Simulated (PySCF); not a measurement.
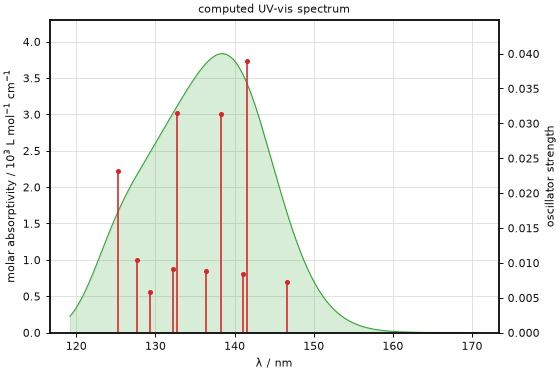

Vertical TDDFT excitations, CAM-B3LYP/def2-SVPD in PySCF, at a PBE0-D3(BJ)/def2-SVP geometry (no frequency check), gas phase. Only the first 10 singlet excitations are included; each is broadened by a Gaussian of 1/e half-width 0.40 eV. Sticks give oscillator strengths (right axis).

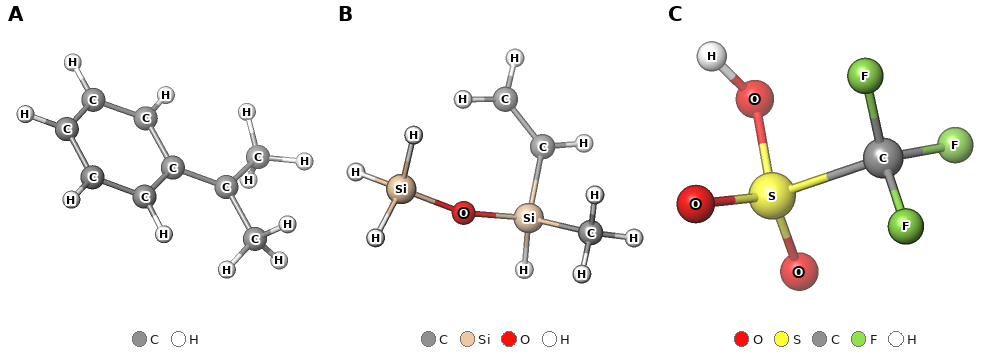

### Which molecule gives this spectrum? Choose among the lettered structures. Charge and spin: A +1 singlet; B neutral singlet; C neutral singlet.

Structure C, CHF₃O₃S (CF3SO3H), SMILES O=S(=O)(O)C(F)(F)F. Its lowest singlet lies at 8.46 eV (f = 0.007) and the brightest of those computed is S2 at 8.76 eV (142 nm), f = 0.039, mainly HOMO−1 → LUMO (53 %) (S3 lies within 0.06 eV, too close to order).

Note: core orbitals are frozen in the response.
